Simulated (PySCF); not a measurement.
# P2H2 (phosphanylidenephosphane) at CCSDT/STO-3G

What is the vertical ionisation energy of P2H2 (phosphanylidenephosphane) at CCSDT/STO-3G? 

The results are computed with PySCF 2.14.0.

8 further runs of the same task are left out: 8 set aside as unsound or not needed.

## (1) The molecule

P2H2 has 4 atoms, charge 0, and is taken as a singlet. SMILES: `[H]/P=P/[H]`. The coordinates come from a GFN2-xTB relaxation.

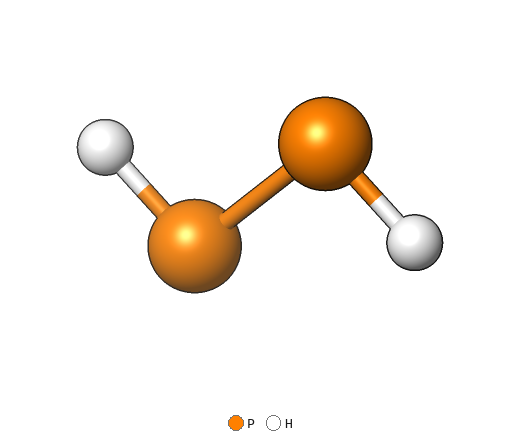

Viewed from a chosen angle; phosphorus orange, hydrogen white.

## (2) The energy at CCSDT/STO-3G

job.py reads:

```python
# phosphanylidenephosphane
from pyscf import gto, scf, cc

molecule = gto.M(
    atom='''
P   -0.024370  -1.003630   0.088350
P    0.024420   1.003540  -0.088260
H    1.037260  -1.067570   1.003320
H   -1.037310   1.067660  -1.003410
''',
    max_memory=1860,
    basis='sto-3g',
    verbose=3,
)

mf = scf.RHF(molecule)
mf.conv_tol = 1e-10
mf.kernel()
if not mf.converged:
    mf = mf.newton().run(mf.mo_coeff, mf.mo_occ)

mycc = cc.CCSDT(mf, frozen=10)
mycc.kernel()
e_tot = mycc.e_tot
print('E = %.10f Eh' % e_tot)
```

Started as:

```console
$ OMP_NUM_THREADS=1 python job.py
```

Standard output:

```text
converged SCF energy = -674.920235966183
_make_eris_incore_RCCSDT

WARN: A large `blksize` is being used, which may cause large memory consumption
      for storing contraction intermediates. If memory is sufficient, consider using
      `pyscf.cc.rccsdt_highm.RCCSDT` instead.

WARN: A large `blksize_oovv` is being used, which may cause large memory consumption
      for storing contraction intermediates. If memory is sufficient, consider using
      `pyscf.cc.rccsdt_highm.RCCSDT` instead.

WARN: A large `blksize_oooo` is being used, which may cause large memory consumption
      for storing contraction intermediates. If memory is sufficient, consider using
      `pyscf.cc.rccsdt_highm.RCCSDT` instead.

RCCSDT converged
E(RCCSDT) = -675.0512639765612   E_corr = -0.1310280103783324
E_corr(same-spin) = -0.00981934288435001
E_corr(oppo-spin) = -0.121208667493982
E = -675.0512639766 Eh
```

Run time: 0.42 s. Hardware: 1 thread of AMD EPYC 9R45 (Zen 5), shared host; peak memory 0.1 GiB.

## (3) The doublet cation

input.py reads:

```python
from pyscf import gto, scf, cc

mol = gto.M(
    atom='''
P     -0.046053    -1.896586     0.166957
P      0.046147     1.896416    -0.166787
H      1.960137    -2.017415     1.896000
H     -1.960232     2.017585    -1.896170
''',
    spin=1,
    charge=1,
    unit='bohr',
    basis='sto-3g',
    max_memory=1860,
    verbose=3,
)

mf = scf.UHF(mol)
mf.conv_tol = 1e-10
mf.kernel()
if not mf.converged:
    mf = mf.newton().run(mf.mo_coeff, mf.mo_occ)

mycc = cc.CCSDT(mf, frozen=10)
mycc.kernel()
energy = mycc.e_tot
print('E = %.10f Eh' % energy)
```

Started as:

```console
$ OMP_NUM_THREADS=1 python input.py
```

Standard output:

```text
converged SCF energy = -674.700013809988  <S^2> = 0.78003103  2S+1 = 2.0298089
_make_eris_incore_UCCSDT

WARN: A large `blksize_v_aaa` is being used, which may cause large memory consumption
      for storing contraction intermediates. If memory is sufficient, consider using
      `pyscf.cc.uccsdt_highm.UCCSDT` instead.

WARN: A large `blksize_v_aab` is being used, which may cause large memory consumption
      for storing contraction intermediates. If memory is sufficient, consider using
      `pyscf.cc.uccsdt_highm.UCCSDT` instead.

UCCSDT converged
E(UCCSDT) = -674.8442041980697   E_corr = -0.1441903880818525
E_corr(same-spin) = -0.011287692757241
E_corr(oppo-spin) = -0.132902695324611
E = -674.8442041981 Eh
```

Wall time 0.64 s (1 thread of AMD EPYC 9R45 (Zen 5), shared host); peak memory 0.1 GiB.

## (4) What came out

Level: CCSDT/STO-3G, 10 core orbitals frozen.

| quantity | value |
| --- | --- |
| singlet P2H2: total energy | -675.05126 Eh |
| singlet P2H2: dipole moment (Hartree–Fock density) | 0.00 D |
| singlet P2H2: HOMO energy (Hartree–Fock orbitals) | -5.86 eV |
| singlet P2H2: LUMO energy (Hartree–Fock orbitals) | 4.98 eV |
| singlet P2H2: HOMO–LUMO gap (Hartree–Fock orbitals) | 10.84 eV |
| singlet P2H2: correlation energy (10 core orbitals frozen) | -131.0 mEh |
| singlet P2H2: T1 diagnostic | 0.006 |
| doublet cation: total energy | -674.84420 Eh |
| doublet cation: HOMO energy (Hartree–Fock orbitals) (highest over α and β) | -13.91 eV |
| doublet cation: LUMO energy (Hartree–Fock orbitals) (lowest over α and β) | -5.47 eV |
| doublet cation: correlation energy (10 core orbitals frozen) | -144.2 mEh |
| doublet cation: ⟨S²⟩ of the reference determinant | 0.780 |
| doublet cation: T1 diagnostic | 0.025 |
| vertical ionisation energy (to the doublet cation) | 5.634 eV |

What this shows: Removing an electron at fixed nuclei costs 5.63 eV (130 kcal/mol). In a minimal basis such a difference can be off by several eV, whatever the method.
